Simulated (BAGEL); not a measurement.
# S2F2 (Difluorodisulfane) at 3 levels

We compute a comparison of 3 runs (HF/STO-3G, HF/6-311+G**, FCI/STO-3G) of S2F2 (Difluorodisulfane). 

The results are computed with BAGEL 1.2.2.

4 further runs of the same task are left out: 1 that didn't finish, 3 set aside as unsound or not needed. Runs told in other sessions of the task aren't counted.

## Step 1: The molecule

S2F2: 4 atoms, total charge 0, spin state singlet. SMILES: `FSSF`. The S3–F4 distance was set to 2.937 Å, away from the relaxed value. At this shape a bond of the SMILES string is far longer than usual.

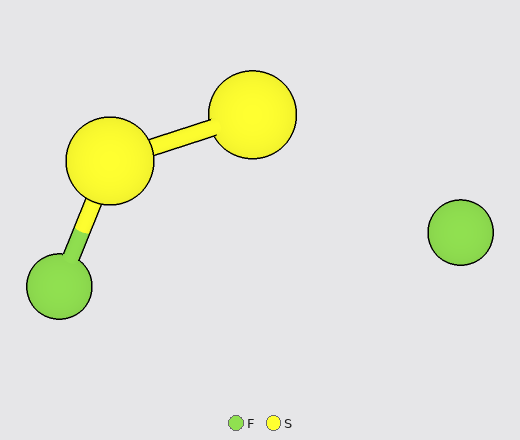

The structure, seen from a chosen angle (fluorine green, sulfur yellow).

## Step 2: The energy at HF/STO-3G (density fitting with cc-pvqz-jkfit) (run 1)

Contents of calc.json:

```json
{ "bagel" : [

{
  "title" : "molecule",
  "basis" : "sto-3g",
  "df_basis" : "cc-pvqz-jkfit",
  "angstrom" : true,
  "geometry" : [
    { "atom" : "F", "xyz" : [   -1.912886,   -0.190786,   -1.920308 ] },
    { "atom" : "S", "xyz" : [   -0.596806,    0.773294,   -1.931088 ] },
    { "atom" : "S", "xyz" : [    0.915854,   -0.267246,   -1.483438 ] },
    { "atom" : "F", "xyz" : [    1.206410,   -0.287820,    1.438680 ] }
  ]
},
{
  "title" : "hf",
  "charge" : 0
},
{
  "title" : "print",
  "file" : "orbitals.molden",
  "orbitals" : true
}

]}
```

Launch:

```bash
BAGEL_NUM_THREADS=1 BAGEL calc.json > calc.out
```

What it wrote:

```text
* using 1 threads per process

  ===============================================================
  ===============================================================

  *** Geometry ***

  { "atom" : "F", "xyz" : [     -3.614831,     -0.360533,     -3.628856 ] },
  { "atom" : "S", "xyz" : [     -1.127800,      1.461314,     -3.649227 ] },
  { "atom" : "S", "xyz" : [      1.730713,     -0.505022,     -2.803292 ] },
  { "atom" : "F", "xyz" : [      2.279784,     -0.543901,      2.718711 ] },

  Number of auxiliary basis functions:      508

  Since a DF basis is specified, we compute 2- and 3-index integrals:
    o Being stored without compression. Storage requirement is 0.003 GB

  Number of basis functions:       28
  Number of electrons      :       50

    * METHOD: MOLECULE                             0.15

  *** RHF ***

  === Nuclear Repulsion ===
   199.5153333931

      * DIIS with orbital gradients will be used.

  === RHF iteration (sto-3g) ===
      0       -981.68151063          0.02334668           0.02
      1       -969.17143936          0.04221265           0.02
      2       -981.82907963          0.00771723           0.02
      3       -982.06602040          0.00389321           0.02
      4       -981.90556605          0.01616490           0.02
      5       -982.03872290          0.00901541           0.02
      6       -982.05731332          0.00658050           0.02
      7       -982.06828050          0.00410702           0.02
      8       -982.07456419          0.00100080           0.02
      9       -982.07495679          0.00010950           0.02
[... 18 lines of this table left out ...]
     28       -982.07496556          0.00000003           0.02
     29       -982.07496556          0.00000002           0.02
     30       -982.07496556          0.00000001           0.02
     31       -982.07496556          0.00000001           0.02
    * SCF iteration converged.

    * Permanent dipole moment:
           (    0.233048,    -0.235551,     0.843927) a.u.

    * METHOD: HF                                   0.68

    * METHOD: PRINT                                0.00

  ===============================================================
```

Wall time 1 s (1 thread of Arm Neoverse V2, shared host).

## Step 3: A single-point energy at HF/6-311+G(d,p) (density fitting with cc-pvqz-jkfit) (run 2)

Contents of job.json:

```json
{ "bagel": [

{
  "title": "molecule",
  "basis": "6-311+gss.json",
  "df_basis": "cc-pvqz-jkfit",
  "angstrom": true,
  "geometry": [
    { "atom": "F", "xyz": [   -1.912886,   -0.190786,   -1.920308 ] },
    { "atom": "S", "xyz": [   -0.596806,    0.773294,   -1.931088 ] },
    { "atom": "S", "xyz": [    0.915854,   -0.267246,   -1.483438 ] },
    { "atom": "F", "xyz": [    1.206410,   -0.287820,    1.438680 ] }
  ]
},
{
  "title": "hf"
},
{
  "title": "print",
  "file": "orbitals.molden",
  "orbitals": true
}

]}
```

The basis set 6-311+G** is read from a file made from the Basis Set Exchange's data (not shown).

Launch:

```bash
BAGEL_NUM_THREADS=1 BAGEL job.json > job.out
```

What it wrote:

```text
* using 1 threads per process

  ===============================================================
  ===============================================================

  *** Geometry ***

  { "atom" : "F", "xyz" : [     -3.614831,     -0.360533,     -3.628856 ] },
  { "atom" : "S", "xyz" : [     -1.127800,      1.461314,     -3.649227 ] },
  { "atom" : "S", "xyz" : [      1.730713,     -0.505022,     -2.803292 ] },
  { "atom" : "F", "xyz" : [      2.279784,     -0.543901,      2.718711 ] },

  Number of auxiliary basis functions:      508

  Since a DF basis is specified, we compute 2- and 3-index integrals:
    o Being stored without compression. Storage requirement is 0.044 GB

  Number of basis functions:      104
  Number of electrons      :       50

    * METHOD: MOLECULE                             0.21

  *** RHF ***

  === Nuclear Repulsion ===
   199.5153333931

      * DIIS with orbital gradients will be used.

  === RHF iteration (6-311+gss.json) ===
      0       -993.23786927          0.03381618           0.09
      1       -986.54555571          0.09335357           0.09
      2       -993.59130081          0.01855794           0.09
      3       -993.74028370          0.00503919           0.09
      4       -993.76080903          0.00168036           0.09
      5       -993.76561606          0.00133340           0.09
      6       -993.76786049          0.00089881           0.08
      7       -993.76976339          0.00020796           0.09
      8       -993.76985789          0.00011486           0.09
      9       -993.76987786          0.00004711           0.08
[... 16 lines of this table left out ...]
     26       -993.76988340          0.00000002           0.09
     27       -993.76988340          0.00000001           0.09
     28       -993.76988340          0.00000001           0.09
     29       -993.76988340          0.00000001           0.09
    * SCF iteration converged.

    * Permanent dipole moment:
           (    0.731165,    -0.850156,     3.911034) a.u.

    * METHOD: HF                                   2.85

    * METHOD: PRINT                                0.02

  ===============================================================
```

Wall time 3.3 s (1 thread of Arm Neoverse V2, shared host); peak memory 0.14 GiB.

## Step 4: The energy at FCI/STO-3G (density fitting with cc-pvqz-jkfit) (run 3)

Contents of calc.json:

```json
{ "bagel": [

{
  "title": "molecule",
  "basis": "sto-3g",
  "df_basis": "cc-pvqz-jkfit",
  "angstrom": true,
  "geometry": [
    { "atom": "F", "xyz": [      -1.912886,      -0.190786,      -1.920308 ] },
    { "atom": "S", "xyz": [      -0.596806,       0.773294,      -1.931088 ] },
    { "atom": "S", "xyz": [       0.915854,      -0.267246,      -1.483438 ] },
    { "atom": "F", "xyz": [       1.206410,      -0.287820,       1.438680 ] }
  ]
},

{
  "title": "hf",
  "charge": 0
},

{
  "title": "fci",
  "nstate": 1,
  "charge": 0,
  "ncore": 12
}

]}
```

Launch:

```bash
BAGEL_NUM_THREADS=1 BAGEL calc.json > calc.out
```

What it wrote:

```text
* using 1 threads per process

  ===============================================================
  ===============================================================

  *** Geometry ***

  { "atom" : "F", "xyz" : [     -3.614831,     -0.360533,     -3.628856 ] },
  { "atom" : "S", "xyz" : [     -1.127800,      1.461314,     -3.649227 ] },
  { "atom" : "S", "xyz" : [      1.730713,     -0.505022,     -2.803292 ] },
  { "atom" : "F", "xyz" : [      2.279784,     -0.543901,      2.718711 ] },

  Number of auxiliary basis functions:      508

  Since a DF basis is specified, we compute 2- and 3-index integrals:
    o Being stored without compression. Storage requirement is 0.003 GB

  Number of basis functions:       28
  Number of electrons      :       50

[... 15 lines left out ...]
    * SCF iteration converged.
[... 1 line left out ...]
    * Permanent dipole moment:
[... 189 lines left out ...]
     * ci vector, state   0, <S^2> = -0.0000
       2222222222222...     0.7088334690
       222222222222.2..    -0.6153906792
       222222222222ab..    -0.0873902544
       222222222222ba..    -0.0873902544
       222222.222222.2.    -0.0608041994
       2222222222a2b2..    -0.0558822927
       2222222222b2a2..    -0.0558822927
       2222222b22222a..     0.0527818325
       2222222a22222b..     0.0527818325
       222222.22222.22.     0.0516815715

    * METHOD: FCI                                 87.54

  ===============================================================
```

Wall time 89 s (1 thread of Arm Neoverse V2, shared host); peak memory 0.8 GiB.

## Step 5: Overview of the runs

```csv
run,level,number of roots,frozen core orbitals,energy (Eh),dipole moment (D),HOMO energy (eV),LUMO energy (eV),wall time
1,HF/STO-3G (density fitting with cc-pvqz-jkfit),–,–,-982.074966,2.30,-4.63,1.15,1 s
2,HF/6-311+G** (density fitting with cc-pvqz-jkfit),–,–,-993.769883,10.34,-10.62,-3.82,3.3 s
3,FCI/STO-3G (density fitting with cc-pvqz-jkfit),1,12,-982.391479,–,–,–,89 s
```

## Step 6: Summary of results

| quantity | value |
| --- | --- |
| run 3: total energy | -982.39148 Eh |

Against full CI in this basis: HF +316.5 mEh. In runs 1, 3 the basis is minimal, so the values are rough. In runs 1, 2 a closed-shell determinant meets a far-stretched bond; if it breaks into open shells, such a determinant describes it badly, and no broken-symmetry solution was shown. All runs together took 93 s, the longest 89 s.
